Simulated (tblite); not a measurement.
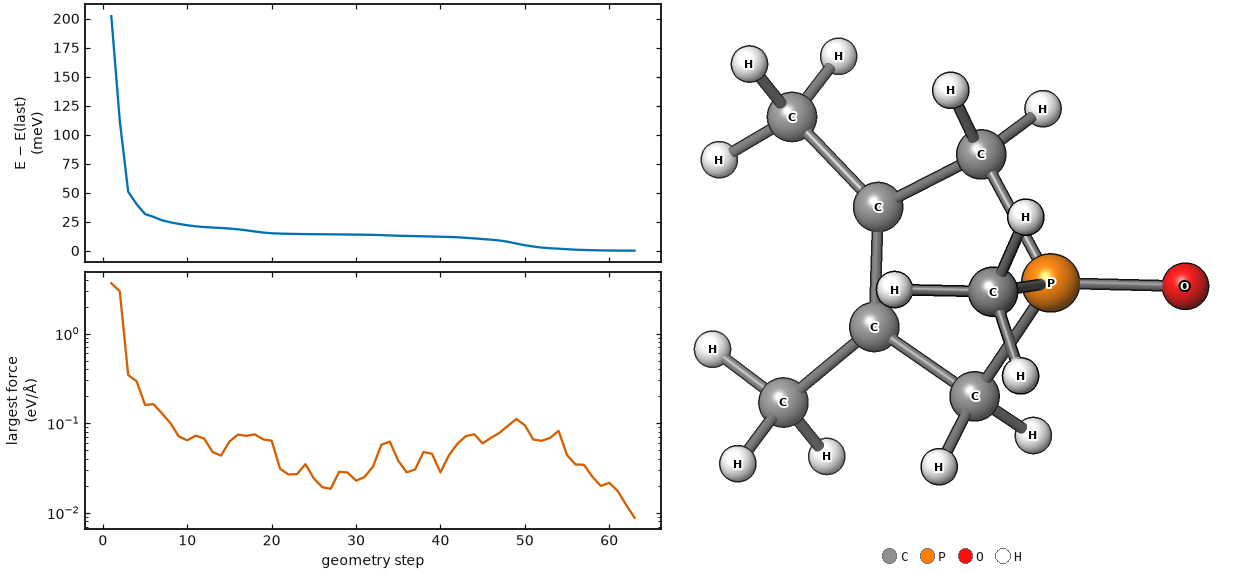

Beside the plot: the molecule at the start.

History of a geometry optimisation.

C7H13OP (SMILES CC1=C(C)CP(C)(=O)C1); GFN2-xTB geometry optimisation, gas phase (tblite).

How did it end, and what did it gain?

The optimisation met its thresholds at geometry 63, counting the start as the first. The energy fell by about 200 meV from the first step to the last. The largest force goes from about 3.6 eV/Å at the start to 9 × 10⁻³ eV/Å at the end.
